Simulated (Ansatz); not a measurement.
# Al6: what the fields show

Input file:

```
crystal:
  periodic: [false, false, false]
  atoms:
    - { symbol: Al, position_ang: [-2.03750274, -0.001688, -0.06408588] }
    - { symbol: Al, position_ang: [0.04920812, -2.07880307, -0.02525242] }
    - { symbol: Al, position_ang: [0.01508644, -0.03735864, -2.05673857] }
    - { symbol: Al, position_ang: [-0.02727023, 0.01654362, 2.09376624] }
    - { symbol: Al, position_ang: [0.00124618, 1.99146224, 0.01617175] }
    - { symbol: Al, position_ang: [2.00711521, -0.00057391, 0.03525004] }
basis:
  gaussian: { orbitals: def2-SVP }
hamiltonian:
  xc: pbe
relax:
  f_tol: 0.03
  max_steps: 60
output:
  orbitals: {}
```

Command:

```sh
ansatz run input.yaml --threads 4 --pin off --max-ram 11776MiB --backend cpu --events-out ev --progress --plain --runs-dir out
```

The fields are those of the relaxed geometry.

The calculation used DFT PBE, Gaussian basis def2-SVP in Ansatz 0.2.0.

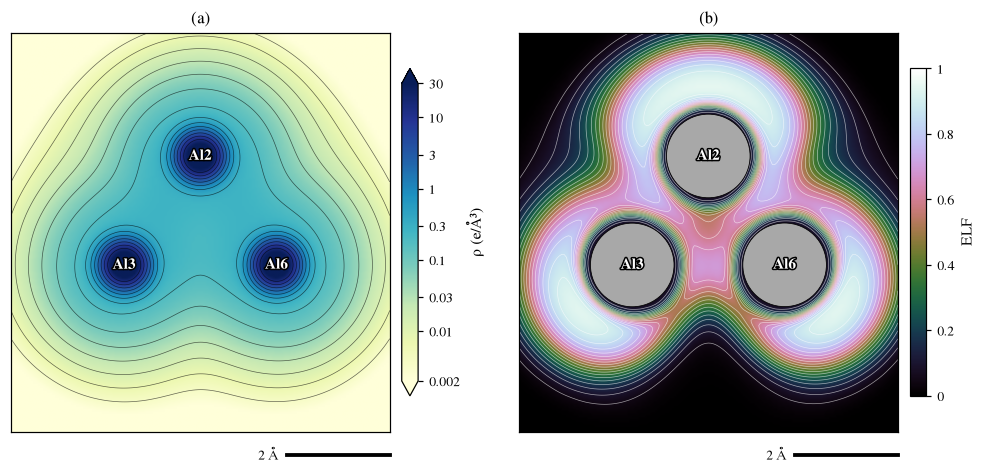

Figure 1. (a) electron density; (b) ELF on the plane of atoms Al3, Al2 and Al6. Grey discs cover the atomic cores in the ELF map.

What does the map show?

The plane passes through Al nuclei.
Al–Al (2.58 Å): ρ at the midpoint is about 0.27 e/Å³; the ELF peaks at about 0.70 between the atoms.
The ELF also peaks beside Al3, Al6 and Al2, away from the bonds: lone-pair regions.

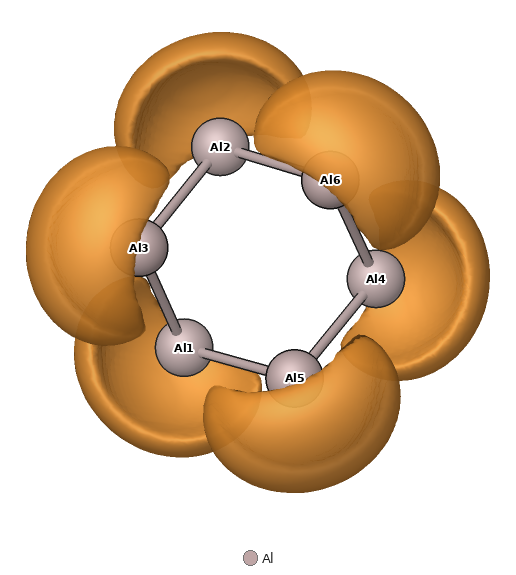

Figure 2. Isosurface of the electron localisation function at 0.85 (orange), seen across its widest extent. Core shells and regions of very low density are left out.

Describe the localisation domains.

The surface consists of six lobes on Al, pointing away from the bonds (lone pairs).

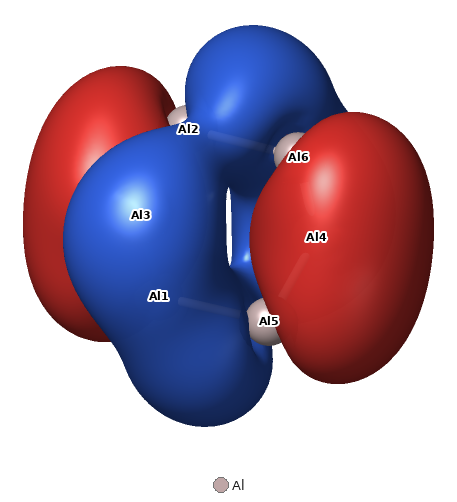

Figure 3. The HOMO at ±0.04 Å⁻³ᐟ² (red and blue are the two phases), seen across its widest extent.

Where does this orbital lie, and at what energy?

It lies mainly on Al1 (about 15 %), Al2 (about 15 %), Al3 (about 15 %), Al4 (about 15 %), Al5 (about 15 %) and Al6 (about 15 %); it is gerade (even under inversion). It is one of a degenerate set, so its orientation is arbitrary. Its energy is −4.90 eV.
